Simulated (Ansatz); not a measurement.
**InNH3 (SMILES [NH2][InH]): UPBE/def2-SVP (core potential)**

What is the electronic atomisation energy of InNH3 at UPBE/def2-SVP (core potential)? 

The results are computed with Ansatz 0.2.0.

41 further runs of the same task are left out: 41 set aside as unsound or not needed.

## 1. The structure to begin with

InNH3: 5 atoms, total charge 0, spin state doublet. SMILES: `[NH2][InH]`. The shape is that of a PBE0-D4/def2-TZVP optimisation. This is one conformer, not always the lowest.

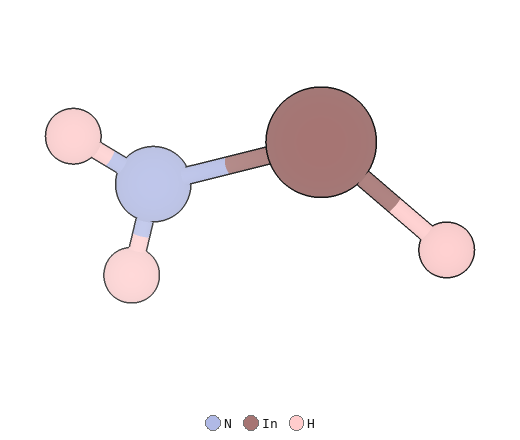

Viewed from a chosen angle; nitrogen light blue, indium brown, hydrogen pink.

## 2. The energy at UPBE/def2-SVP (core potential)

run.yaml reads:

```yaml
crystal:
  periodic: [false, false, false]
  atoms:
    - {symbol: "N", position_ang: [-0.299400, -0.736500, 0.264700]}
    - {symbol: In, position_ang: [0.846600, 0.946400, 0.296000]}
    - {symbol: H, position_ang: [-0.846800, -0.960800, -0.554700]}
    - {symbol: H, position_ang: [0.017600, -1.585600, 0.707600]}
    - {symbol: H, position_ang: [0.331900, 2.262600, -0.755100]}
basis:
  gaussian:
    orbitals: def2-SVP
magnetization:
  spin_polarized: true
  initial_magnetization: 1
hamiltonian:
  xc: pbe
accuracy: high
output:
  orbitals: {seedname: orbitals}
```

On the command line:

```sh
$ ansatz run run.yaml --threads 1 --pin off --max-ram 3480MiB --events-out events.jsonl --progress --plain --runs-dir runs
```

The log of the run:

```text
Warning: RAYON_NUM_THREADS=1 ignored (pool sized by the plan → 1); use --threads N
Functional definition: PBE
  name "PBE"
  parameter kappa = 0.804
  parameter beta = 0.06672455060314922
  exchange = pbe_x(kappa = kappa, mu = beta*pi^2/3)
  correlation = pbe_c(beta = beta)
1332 factors; integrals over basis functions are off by at most 2.7e-9 eV
mean field evaluation 1: about -6698.1264 eV, gradient 4.8e1 eV
mean field evaluation 2: about -6616.6859 eV, gradient 1.0e2 eV
mean field evaluation 4: about -6707.6463 eV, gradient 8.8e0 eV
mean field evaluation 8: about -6708.4409 eV, gradient 2.0e-1 eV
mean field evaluation 16: about -6708.4412 eV, gradient 2.3e-5 eV
mean field -6708.44116605 eV, -246.5306657076 hartree, gradient 6.6e-8 eV, S^2 0.752510; 0 other end points of the search recorded, 0 dependent functions left out
reference -6708.44116961 eV, -246.5306658385 hartree; 16, 15 occupied and 39, 40 virtual orbitals, 1332 factors
Total energy: -6708.44116961 eV, -246.5306658385 hartree
```

Wall time 4.8 s (1 thread of Arm Neoverse V1, shared host); peak memory 0.18 GiB.

## 3. The H atom, same level

molecule.yaml reads:

```yaml
crystal:
  periodic: [false, false, false]
  atoms:
    - {symbol: H, position_ang: [0.000000, 0.000000, 0.000000]}
basis:
  gaussian:
    orbitals: def2-SVP
magnetization:
  spin_polarized: true
  initial_magnetization: 1
hamiltonian:
  xc: {name: PBE}
accuracy: high
```

Run the same way, it converges to -0.49863 Eh (log not shown).

## 4. The In atom

in.yaml reads:

```yaml
crystal:
  periodic: [false, false, false]
  atoms:
    - {symbol: In, position_ang: [0.000000, 0.000000, 0.000000]}
basis:
  gaussian: {orbitals: def2-SVP}
magnetization: {spin_polarized: true, initial_magnetization: 1}
hamiltonian: {xc: {name: PBE}}
accuracy: high
```

On the command line:

```sh
$ ansatz run in.yaml --threads 1 --pin off --max-ram 3480MiB --events-out events.jsonl --progress --plain --runs-dir runs
```

The log of the run, shortened:

```text
Warning: RAYON_NUM_THREADS=1 ignored (pool sized by the plan → 1); use --threads N
[... 6 set-up lines as earlier in the session ...]
230 factors; integrals over basis functions are off by at most 1.2e-9 eV
mean field evaluation 1: about -5173.1758 eV, gradient 2.5e0 eV
mean field evaluation 2: about -5173.2089 eV, gradient 9.6e-1 eV
mean field evaluation 4: about -5173.2097 eV, gradient 2.3e-1 eV
mean field evaluation 8: about -5173.2099 eV, gradient 2.8e-5 eV
mean field evaluation 16: about -5173.2141 eV, gradient 2.7e-2 eV
mean field evaluation 32: about -5173.0247 eV, gradient 4.3e0 eV
mean field -5173.20994561 eV, -190.1119589734 hartree, gradient 4.7e-8 eV, S^2 0.751565; 2 other end points of the search recorded, 0 dependent functions left out
reference -5173.20994783 eV, -190.1119590552 hartree; 11, 10 occupied and 15, 16 virtual orbitals, 230 factors
Total energy: -5173.20994783 eV, -190.1119590552 hartree
```

It took 2.1 s on 1 thread of Arm Neoverse V1, shared host; peak memory 0.1 GiB.

## 5. The N atom at the same level

job.yaml reads:

```yaml
crystal:
  periodic: [false, false, false]
  atoms:
    - {symbol: "N", position_ang: [0.000000, 0.000000, 0.000000]}
basis:
  gaussian: {orbitals: def2-SVP}
magnetization: {spin_polarized: true, initial_magnetization: 3}
hamiltonian: {xc: pbe}
accuracy: high
```

Run the same way, it converges to -54.46658 Eh (log not shown).

## 6. Summary of results

At UPBE/def2-SVP (core potential):

| quantity | value |
| --- | --- |
| molecule: total energy | -246.53067 Eh |
| molecule: HOMO energy (highest over α and β) | -4.48 eV |
| molecule: LUMO energy (lowest over α and β) | -3.42 eV |
| molecule: ⟨S²⟩ | 0.753 |
| H atom: total energy | -0.49863 Eh |
| H atom: ⟨S²⟩ | 0.750 |
| In atom: total energy | -190.11196 Eh |
| In atom: ⟨S²⟩ | 0.752 |
| N atom: total energy | -54.46658 Eh |
| N atom: ⟨S²⟩ | 3.752 |
| electronic atomisation energy | 12.415 eV |

In words: Taking the molecule apart into free atoms costs 12.41 eV (1198 kJ/mol), before zero-point energy and without spin-orbit coupling.
